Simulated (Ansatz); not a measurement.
**MP2/cc-pVTZ run of CH3Al (SMILES C[Al])**

What is the vertical singlet–triplet gap of CH3Al at MP2/cc-pVTZ? 

The results are computed with Ansatz 0.2.0.

68 further runs of the same task are left out: 68 set aside as unsound or not needed.

### Step 1. The system as given

CH3Al has 5 atoms, charge 0, and is taken as a singlet. As SMILES, `C[Al]`. Geometry: relaxed at PBE0-D4/def2-TZVP.

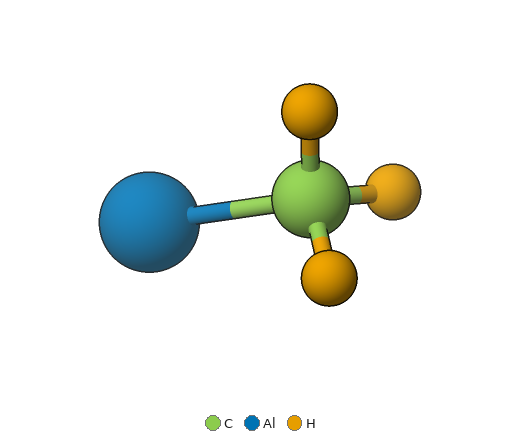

The structure, seen from a chosen angle (carbon green, aluminium blue, hydrogen amber).

### Step 2. The energy at MP2/cc-pVTZ

The input, input.yaml:

```yaml
crystal:
  periodic: [false, false, false]
  atoms:
    - symbol: C
      position_ang: [-0.131220, -0.057510, 0.054000]
    - symbol: Al
      position_ang: [1.572690, 0.689240, -0.647230]
    - symbol: H
      position_ang: [-0.230740, -1.127460, -0.171770]
    - symbol: H
      position_ang: [-0.205100, 0.049890, 1.144270]
    - symbol: H
      position_ang: [-1.005630, 0.445840, -0.379270]
basis:
  gaussian:
    orbitals: cc-pVTZ
total_charge: 0
correlation:
  method: mp2
  frozen_orbitals: {Al: 5, C: 1, H: 0}
accuracy: high
```

Launch:

```sh
$ ansatz run input.yaml --threads 1 --pin off --max-ram 3480MiB --events-out events.jsonl --progress --plain --runs-dir runs
```

Standard output:

```text
Warning: RAYON_NUM_THREADS=1 ignored (pool sized by the plan → 1); use --threads N
Functional definition: HF
  name "HF"
  exchange = exact_x
  correlation = 0
1819 factors; integrals over basis functions are off by at most 3.2e-9 eV
mean field evaluation 1: about -7658.2197 eV, gradient 3.0e1 eV
mean field evaluation 2: about -7658.2222 eV, gradient 3.0e1 eV
mean field evaluation 4: about -7660.6585 eV, gradient 2.2e0 eV
mean field evaluation 8: about -7660.6951 eV, gradient 8.4e-2 eV
mean field evaluation 16: about -7660.6951 eV, gradient 2.1e-8 eV
mean field -7660.69512204 eV, -281.5253531293 hartree, gradient 2.1e-8 eV, S^2 0.000000; 0 other end points of the search recorded, 0 dependent functions left out; unrestricted orbitals would lower it
6 core orbitals not correlated: weight in the atoms' cores, before any rotation towards them, 1.000 or more for the frozen orbitals, at most 0.000 for the correlated occupied ones
reference -7660.69512204 eV, -281.5253531293 hartree; 5, 5 occupied and 95, 95 virtual orbitals, 1819 factors
second order -6.53782116 eV of doubles, -0.00000000 eV of singles
Total energy: -7667.23294320 eV, -281.7656136256 hartree
```

Wall time 2 s (1 thread of Intel Xeon 6975P-C (Granite Rapids), shared host); peak memory 0.25 GiB.

### Step 3. The triplet, same level

The input, molecule.yaml:

```yaml
basis:
  gaussian: {orbitals: cc-pVTZ}
crystal:
  periodic: [false, false, false]
  atoms:
    - {symbol: C, position_ang: [-0.131220, -0.057510, 0.054000]}
    - {symbol: Al, position_ang: [1.572690, 0.689240, -0.647230]}
    - {symbol: H, position_ang: [-0.230740, -1.127460, -0.171770]}
    - {symbol: H, position_ang: [-0.205100, 0.049890, 1.144270]}
    - {symbol: H, position_ang: [-1.005630, 0.445840, -0.379270]}
magnetization: {spin_polarized: true, initial_magnetization: 2}
correlation: {method: mp2, frozen_orbitals: {Al: 5, C: 1, H: 0}}
accuracy: high
```

Launch:

```sh
$ ansatz run molecule.yaml --threads 1 --pin off --max-ram 3480MiB --events-out events.jsonl --progress --plain --runs-dir runs
```

Standard output, shortened:

```text
Warning: RAYON_NUM_THREADS=1 ignored (pool sized by the plan → 1); use --threads N
[... 2 set-up lines as earlier in the session ...]
[...]
1819 factors; integrals over basis functions are off by at most 3.2e-9 eV
[...]
mean field -7659.36759308 eV, -281.4765673397 hartree, gradient 5.1e-8 eV, S^2 2.007990; 6 other end points of the search recorded, 0 dependent functions left out
6 core orbitals not correlated: weight in the atoms' cores, before any rotation towards them, 1.000 or more for the frozen orbitals, at most 0.000 for the correlated occupied ones
reference -7659.36759308 eV, -281.4765673397 hartree; 6, 4 occupied and 94, 96 virtual orbitals, 1819 factors
second order -5.94133000 eV of doubles, -0.00000000 eV of singles
Total energy: -7665.30892308 eV, -281.6949071902 hartree
```

It took 6.9 s on 1 thread of Intel Xeon 6975P-C (Granite Rapids), shared host; peak memory 0.29 GiB.

### Step 4. Outcome

At MP2/cc-pVTZ, 6 core orbitals frozen:

| quantity | value |
| --- | --- |
| singlet: total energy | -281.76561 Eh |
| singlet: correlation energy (6 core orbitals frozen) | -240.3 mEh |
| triplet: total energy | -281.69491 Eh |
| triplet: correlation energy (6 core orbitals frozen) | -218.3 mEh |
| triplet: ⟨S²⟩ of the reference determinant | 2.008 |
| vertical energy of the triplet above the singlet | 1.924 eV |

In words: At this shape the triplet lies 1.92 eV (186 kJ/mol) above the singlet. The restricted solution (singlet) is unstable to spin breaking: an unrestricted one lies lower.
